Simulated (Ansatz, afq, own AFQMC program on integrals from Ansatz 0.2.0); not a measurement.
# AlO+ (triplet): AFQMC on the coupled-cluster ladder, cc-pVDZ

Aim: compute AlO+ (triplet) with auxiliary-field quantum Monte Carlo on the same integrals as coupled cluster, and set the energies side by side.

Computed with Ansatz 0.2.0, Gaussian basis, and an in-house AFQMC program (afq) on its integrals; all values are calculated. Level: cc-pVDZ, frozen cores.

To be run: PBE (unrestricted); r2SCAN (unrestricted); PBE0 (unrestricted); B3LYP (unrestricted); wB97M-V (unrestricted); B2PLYP (unrestricted); CCSD(T) on UHF; CCSDT(Q) on UHF; Phaseless AFQMC, CISD trial on UHF; Phaseless AFQMC, single-determinant trial on UHF; Free-projection AFQMC, CISD trial on UHF; Phaseless AFQMC, first-order trial on UHF.

4 further runs of the same task are left out: 4 that didn't finish.

### Step 1. The geometry

The geometry is a PBE0/def2-TZVP stationary point (not a proven minimum) of the parent state, kept for this charge and spin.

2 atoms, charge 1, spin multiplicity 3.

Atoms are counted from 1 here; the program's logs count them from 0.

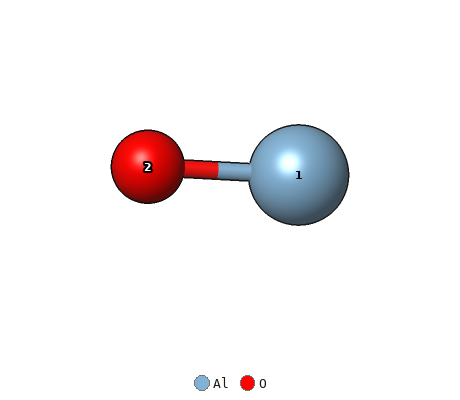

The structure; aluminium light blue, oxygen red; atoms are numbered from 1 in the order of the file.

### Step 2. PBE (unrestricted)

Input file in.yaml:

```yaml
crystal:
  periodic: [false, false, false]
  atoms:
    - {symbol: Al, position_ang: [0.000000, 0.000000, 0.000000]}
    - {symbol: O, position_ang: [0.000000, 0.000000, 1.620001]}
basis:
  gaussian: {orbitals: cc-pVDZ}
total_charge: 1
magnetization: {spin_polarized: true, initial_magnetization: 2}
hamiltonian: {xc: {name: PBE}}
output: {orbitals: {seedname: orbitals}}
```

Launch:

```bash
$ ansatz run in.yaml --threads 1 --pin off --events-out ev --progress --plain --max-ram 1382MiB
```

The log of the run:

```text
Functional definition: PBE
  name "PBE"
  cite "Perdew, Burke & Ernzerhof, Phys. Rev. Lett. 77, 3865 (1996) doi:10.1103/PhysRevLett.77.3865"
  parent pbe
  parameter kappa = 0.804
  parameter beta = 0.06672455060314922
  exchange = pbe_x(kappa = kappa, mu = beta*pi^2/3)
  correlation = pbe_c(beta = beta)
309 factors; integrals over basis functions are off by at most 5.5e-4 eV
mean field evaluation 1: about -8611.0560 eV, gradient 5.9e1 eV
mean field evaluation 2: about -8454.7333 eV, gradient 1.3e2 eV
mean field evaluation 4: about -8626.1488 eV, gradient 8.2e0 eV
mean field evaluation 8: about -8626.5548 eV, gradient 2.6e-2 eV
mean field evaluation 16: about -8626.3779 eV, gradient 5.9e0 eV
mean field -8626.55482804 eV, -317.0200426417 hartree, gradient 2.7e-5 eV, S^2 2.002389; 3 other end points of the search recorded, 0 dependent functions left out
reference -8626.55485959 eV, -317.0200438010 hartree; 11, 9 occupied and 21, 23 virtual orbitals, 309 factors
Total energy: -8626.55485959 eV, -317.0200438010 hartree
```

Wall time 0.36 s (1 thread of AMD EPYC 9R45, shared host).

From the report: ⟨S²⟩ of the determinant 2.002 (pure triplet: 2.00).

### Step 3. r2SCAN (unrestricted)

Changes to in.yaml since step 2:

```diff
@@ -9,3 +9,2 @@
 magnetization: {spin_polarized: true, initial_magnetization: 2}
-hamiltonian: {xc: {name: PBE}}
-output: {orbitals: {seedname: orbitals}}
+hamiltonian: {xc: {name: r2SCAN}}
```

Same command.

The log of the run:

```text
Functional definition: r2SCAN
  name "r2SCAN"
  cite "Furness, Kaplan, Ning, Perdew & Sun, J. Phys. Chem. Lett. 11, 8208 (2020) doi:10.1021/acs.jpclett.0c02405"
  cite "Furness, Kaplan, Ning, Perdew & Sun, J. Phys. Chem. Lett. 11, 9248 (2020) doi:10.1021/acs.jpclett.0c03077"
  parent r2scan
  parameter k0 = 0.174
  parameter k1 = 0.065
  parameter a1 = 4.9479
  exchange = r2scan_x(k0 = k0, k1 = k1, a1 = a1)
  correlation = r2scan_c
309 factors; integrals over basis functions are off by at most 5.5e-4 eV
mean field evaluation 1: about -8617.4346 eV, gradient 5.5e1 eV
mean field evaluation 2: about -8477.7062 eV, gradient 1.3e2 eV
mean field evaluation 4: about -8630.6829 eV, gradient 3.8e0 eV
mean field evaluation 8: about -8630.7718 eV, gradient 3.1e-2 eV
mean field evaluation 16: about -8630.7718 eV, gradient 4.0e-6 eV
mean field -8630.77183610 eV, -317.1750148292 hartree, gradient 4.0e-6 eV, S^2 2.004733; 2 other end points of the search recorded, 0 dependent functions left out
reference -8630.77184899 eV, -317.1750153030 hartree; 11, 9 occupied and 21, 23 virtual orbitals, 309 factors
Total energy: -8630.77184899 eV, -317.1750153030 hartree
```

Run time: 0.69 s. Hardware: 1 thread of AMD EPYC 9R45, shared host.

From the report: ⟨S²⟩ of the determinant 2.005 (pure triplet: 2.00).

### Step 4. PBE0 (unrestricted)

Changes to in.yaml since step 3:

```diff
@@ -9,2 +9,3 @@
 magnetization: {spin_polarized: true, initial_magnetization: 2}
-hamiltonian: {xc: {name: r2SCAN}}
+hamiltonian: {xc: {name: PBE0}}
+output: {orbitals: {seedname: orbitals}}
```

Same command.

The log of the run:

```text
Functional definition: PBE0
  name "PBE0"
  cite "Adamo & Barone, J. Chem. Phys. 110, 6158 (1999) doi:10.1063/1.478522"
  cite "Perdew, Burke & Ernzerhof, Phys. Rev. Lett. 77, 3865 (1996) doi:10.1103/PhysRevLett.77.3865"
  parent pbe
  parameter a = 0.25
  parameter kappa = 0.804
  parameter beta = 0.06672455060314922
  exchange = (1 - a)*pbe_x(kappa = kappa, mu = beta*pi^2/3) + a*exact_x
  correlation = pbe_c(beta = beta)
309 factors; integrals over basis functions are off by at most 5.5e-4 eV
mean field evaluation 1: about -8615.1240 eV, gradient 5.2e1 eV
mean field evaluation 2: about -8521.7582 eV, gradient 1.2e2 eV
mean field evaluation 4: about -8627.1390 eV, gradient 1.8e0 eV
mean field evaluation 8: about -8627.1846 eV, gradient 2.8e-1 eV
mean field evaluation 16: about -8627.1852 eV, gradient 6.2e-5 eV
mean field -8627.18524083 eV, -317.0432098842 hartree, gradient 6.2e-5 eV, S^2 2.004091; 1 other end points of the search recorded, 0 dependent functions left out
reference -8627.18526448 eV, -317.0432107535 hartree; 11, 9 occupied and 21, 23 virtual orbitals, 309 factors
Total energy: -8627.18526448 eV, -317.0432107535 hartree
```

Wall time 0.33 s (1 thread of AMD EPYC 9R45, shared host).

From the report: ⟨S²⟩ of the determinant 2.004 (pure triplet: 2.00).

### Step 5. B3LYP (unrestricted)

Changes to in.yaml since step 4:

```diff
@@ -9,3 +9,2 @@
 magnetization: {spin_polarized: true, initial_magnetization: 2}
-hamiltonian: {xc: {name: PBE0}}
-output: {orbitals: {seedname: orbitals}}
+hamiltonian: {xc: {name: B3LYP}}
```

The command is unchanged.

The log of the run, cut to the lines that bear on the results:

```text
Functional definition: B3LYP
  name "B3LYP"
  cite "Stephens, Devlin, Chabalowski & Frisch, J. Phys. Chem. 98, 11623 (1994) doi:10.1021/j100096a001"
  cite "Becke, Phys. Rev. A 38, 3098 (1988) doi:10.1103/PhysRevA.38.3098"
  cite "Lee, Yang & Parr, Phys. Rev. B 37, 785 (1988) doi:10.1103/PhysRevB.37.785"
  cite "Vosko, Wilk & Nusair, Can. J. Phys. 58, 1200 (1980) doi:10.1139/p80-159"
[...]
309 factors; integrals over basis functions are off by at most 5.5e-4 eV
[...]
mean field -8632.97935170 eV, -317.2561395316 hartree, gradient 1.5e-5 eV, S^2 2.004238; 1 other end points of the search recorded, 0 dependent functions left out
reference -8632.97952159 eV, -317.2561457748 hartree; 11, 9 occupied and 21, 23 virtual orbitals, 309 factors
Total energy: -8632.97952159 eV, -317.2561457748 hartree
```

It took 0.33 s on 1 thread of AMD EPYC 9R45, shared host.

From the report: ⟨S²⟩ of the determinant 2.004 (pure triplet: 2.00).

### Step 6. wB97M-V (unrestricted)

Changes to in.yaml since step 5:

```diff
@@ -9,2 +9,3 @@
 magnetization: {spin_polarized: true, initial_magnetization: 2}
-hamiltonian: {xc: {name: B3LYP}}
+hamiltonian: {xc: {name: wB97M-V}}
+output: {orbitals: {seedname: orbitals}}
```

Same command.

The log of the run, cut to the lines that bear on the results:

```text
Functional definition: wB97M-V
  name "wB97M-V"
  cite "Mardirossian & Head-Gordon, J. Chem. Phys. 144, 214110 (2016) doi:10.1063/1.4952647"
  cite "Becke, J. Chem. Phys. 107, 8554 (1997) doi:10.1063/1.475007"
  cite "Vydrov & Van Voorhis, J. Chem. Phys. 133, 244103 (2010) doi:10.1063/1.3521275"
  # Of w^i u^j: cxij and so on, Table III.
[...]
  gx(w, u) = 1 - cx + cx01*u + cx10*w
  gss(w, u) = css00 + css04*u^4 + css10*w + css20*w^2 + css43*w^4*u^3
  gos(w, u) = cos00 + cos10*w + (cos20 + cos21*u)*w^2 + (cos60 + cos61*u)*w^6
[...]
      + integral(e_c_pw_mod_opposite_spin*gos(b97_w_opposite, b97_u_opposite)) + vv10(b, c)
309 factors; integrals over basis functions are off by at most 5.5e-4 eV
91 factors; integrals over basis functions are off by at most 2.0e-5 eV
[...]
mean field -8631.65269696 eV, -317.2073858691 hartree, gradient 2.8e-5 eV, S^2 2.005217; 1 other end points of the search recorded, 0 dependent functions left out
reference -8631.65273184 eV, -317.2073871509 hartree; 11, 9 occupied and 21, 23 virtual orbitals, 309 factors
Total energy: -8631.65273184 eV, -317.2073871509 hartree
```

Run time: 1.2 s. Hardware: 1 thread of AMD EPYC 9R45, shared host.

From the report: ⟨S²⟩ of the determinant 2.005 (pure triplet: 2.00).

### Step 7. B2PLYP (unrestricted)

Changes to in.yaml since step 6:

```diff
@@ -9,3 +9,3 @@
 magnetization: {spin_polarized: true, initial_magnetization: 2}
-hamiltonian: {xc: {name: wB97M-V}}
-output: {orbitals: {seedname: orbitals}}
+hamiltonian: {xc: {name: B2PLYP}}
+correlation: {electrons: outside_noble_gas}
```

Same command.

The log of the run, cut to the lines that bear on the results:

```text
Functional definition: B2PLYP
  name "B2PLYP"
  cite "Grimme, J. Chem. Phys. 124, 034108 (2006) doi:10.1063/1.2148954"
  cite "Becke, Phys. Rev. A 38, 3098 (1988) doi:10.1103/PhysRevA.38.3098"
  cite "Lee, Yang & Parr, Phys. Rev. B 37, 785 (1988) doi:10.1103/PhysRevB.37.785"
[...]
309 factors; integrals over basis functions are off by at most 5.5e-4 eV
[...]
mean field -8626.26239760 eV, -317.0092960211 hartree, gradient 2.3e-6 eV, S^2 2.007051; 3 other end points of the search recorded, 0 dependent functions left out
6 core orbitals not correlated: weight in the atoms' cores, before any rotation towards them, 1.000 or more for the frozen orbitals, at most 0.000 for the correlated occupied ones
reference -8626.26250400 eV, -317.0092999312 hartree; 5, 3 occupied and 21, 23 virtual orbitals, 309 factors
second order -5.47675259 eV of doubles, -0.00000000 eV of singles
Total energy: -8627.74122720 eV, -317.0636420064 hartree
```

Wall time 0.51 s (1 thread of AMD EPYC 9R45, shared host).

From the report: ⟨S²⟩ of the determinant 2.007 (pure triplet: 2.00).

### Step 8. CCSD(T) on UHF

Changes to in.yaml since step 7:

```diff
@@ -9,3 +9,2 @@
 magnetization: {spin_polarized: true, initial_magnetization: 2}
-hamiltonian: {xc: {name: B2PLYP}}
-correlation: {electrons: outside_noble_gas}
+correlation: {method: ccsd_t, electrons: outside_noble_gas, hamiltonian_folder: ham}
```

Same command.

The log of the run, cut to the lines that bear on the results:

```text
Functional definition: HF
  name "HF"
  cite "Fock, Z. Phys. 61, 126 (1930) doi:10.1007/BF01340294"
  parent pbe
[...]
309 factors; integrals over basis functions are off by at most 5.5e-4 eV
[...]
mean field -8610.83590088 eV, -316.4423827230 hartree, gradient 3.0e-6 eV, S^2 2.009689; 15 other end points of the search recorded, 0 dependent functions left out
determinant -8610.83590088 eV, -316.4423827230 hartree, with singles and doubles -8615.60399742 eV, -316.6176070391 hartree
determinant -8609.48160230 eV, -316.3926131683 hartree, with singles and doubles -8614.24746872 eV, -316.5677555288 hartree
determinant -8608.00590870 eV, -316.3383824287 hartree, with singles and doubles -8612.45310518 eV, -316.5018138849 hartree
determinant -8605.58686772 eV, -316.2494843123 hartree, with singles and doubles -8610.59094739 eV, -316.4333808485 hartree
determinant -8605.32249158 eV, -316.2397686686 hartree, with singles and doubles -8610.31093582 eV, -316.4230906131 hartree
6 core orbitals not correlated: weight in the atoms' cores, before any rotation towards them, 1.000 or more for the frozen orbitals, at most 0.000 for the correlated occupied ones
reference -8610.83590088 eV, -316.4423827230 hartree; 5, 3 occupied and 21, 23 virtual orbitals, 309 factors
second order -4.38414196 eV of doubles, -0.00000000 eV of singles
cycle   1  -4.76946009 eV  change   -1.4e-3 eV  update   1.2e-3
[...]
cycle   7  -4.77054915 eV  change    2.7e-6 eV  update   4.6e-6
perturbative correction -0.11576417 eV, -0.0042542546 hartree
Total energy: -8615.72221419 eV, -316.6219514252 hartree
```

Wall time 0.66 s (1 thread of AMD EPYC 9R45, shared host).

From the report: ⟨S²⟩ of the determinant 2.010 (pure triplet: 2.00); correlation -4.8863 eV; T1 0.026; largest double amplitude 0.04.

This run also writes the integrals to the folder ham.

### Step 9. CCSDT(Q) on UHF

Changes to in.yaml since step 8:

```diff
@@ -9,2 +9,2 @@
 magnetization: {spin_polarized: true, initial_magnetization: 2}
-correlation: {method: ccsd_t, electrons: outside_noble_gas, hamiltonian_folder: ham}
+correlation: {method: ccsdt_q, electrons: outside_noble_gas}
```

The command is unchanged.

The log of the run, cut to the lines that bear on the results:

```text
Functional definition: HF
  name "HF"
  cite "Fock, Z. Phys. 61, 126 (1930) doi:10.1007/BF01340294"
  parent pbe
[...]
542 factors; integrals over basis functions are off by at most 1.1e-7 eV
[...]
mean field -8610.83602843 eV, -316.4423874103 hartree, gradient 3.1e-6 eV, S^2 2.009689; 15 other end points of the search recorded, 0 dependent functions left out
determinant -8610.83602843 eV, -316.4423874103 hartree, with singles and doubles -8615.60413071 eV, -316.6176119373 hartree
determinant -8609.48173371 eV, -316.3926179975 hartree, with singles and doubles -8614.24760346 eV, -316.5677604803 hartree
determinant -8608.00603730 eV, -316.3383871546 hartree, with singles and doubles -8612.45325181 eV, -316.5018192736 hartree
determinant -8605.58700800 eV, -316.2494894675 hartree, with singles and doubles -8610.59109441 eV, -316.4333862512 hartree
determinant -8605.32263462 eV, -316.2397739250 hartree, with singles and doubles -8610.31108041 eV, -316.4230959265 hartree
6 core orbitals not correlated: weight in the atoms' cores, before any rotation towards them, 1.000 or more for the frozen orbitals, at most 0.000 for the correlated occupied ones
reference -8610.83602843 eV, -316.4423874103 hartree; 5, 3 occupied and 21, 23 virtual orbitals, 542 factors
second order -4.38415448 eV of doubles, -0.00000000 eV of singles
cycle   1  -4.57264857 eV  change   -1.9e-1 eV  update   7.5e-2
[...]
cycle  20  -4.90557313 eV  change    1.9e-7 eV  update   8.6e-7
perturbative correction -0.01271163 eV, -0.0004671439 hartree
Total energy: -8615.75431319 eV, -316.6231310416 hartree
```

Wall time 2.6 s (1 thread of AMD EPYC 9R45, shared host).

From the report: ⟨S²⟩ of the determinant 2.010 (pure triplet: 2.00); correlation -4.9183 eV; T1 0.027; largest double amplitude 0.05.

(Part 1 of 2 ends here.)
